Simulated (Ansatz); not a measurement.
```
CELL_PARAMETERS angstrom
6.76111 0.00000 0.00000
0.00000 6.76111 0.00000
0.00000 0.00000 9.59898
ATOMIC_POSITIONS crystal
F 0.27711 0.00000 0.00000
F 0.77711 0.50000 0.50000
F 0.00000 0.27711 0.00000
F 0.50000 0.77711 0.50000
F 0.72289 0.00000 0.00000
F 0.22289 0.50000 0.50000
F 0.00000 0.72289 0.00000
F 0.50000 0.22289 0.50000
S 0.00000 0.00000 0.00000
S 0.50000 0.50000 0.50000
F 0.00000 0.00000 0.24272
F 0.50000 0.50000 0.74272
F 0.00000 0.00000 0.75728
F 0.50000 0.50000 0.25728
Cs 0.00000 0.00000 0.50000
Cs 0.50000 0.50000 0.00000
Cs 0.00000 0.50000 0.25000
Cs 0.50000 0.00000 0.75000
Cs 0.50000 0.00000 0.25000
Cs 0.00000 0.50000 0.75000
```

Space group I4/mmm; built by placing these elements on a known structure type; computed pressure about 4 GPa in this cell; computed without spin polarisation.

The calculation used DFT, PAW plane waves, PBE (Ansatz 0.2.0).

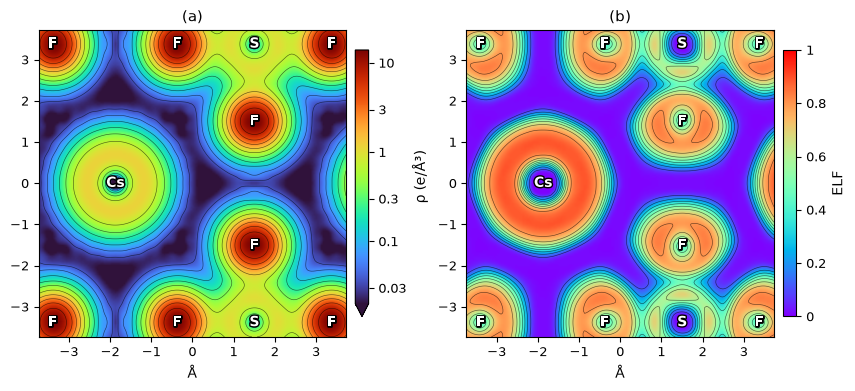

Cs3SF6. (a) valence charge density (pseudo); (b) electron localisation function on the (001) plane of the conventional cell.

The density is the valence pseudo-density of a PAW calculation; it isn't the true density close to the nuclei.

Describe what can be read from this map.

Answer.
- The section cuts through F, S and Cs sites.
- S–F (1.87 Å): the density is about 0.85 e/Å³ at the midpoint; the ELF peaks at about 0.75 in the valence shell of F, 0.5 Å from its nucleus, and drops to about 0.50 between the two atoms.
- Between the atoms the lowest density in this plane is 0.01 e/Å³.
- The features right at Cs lie inside the PAW spheres, where the map follows smoothed inner orbitals and isn't to be read closely.
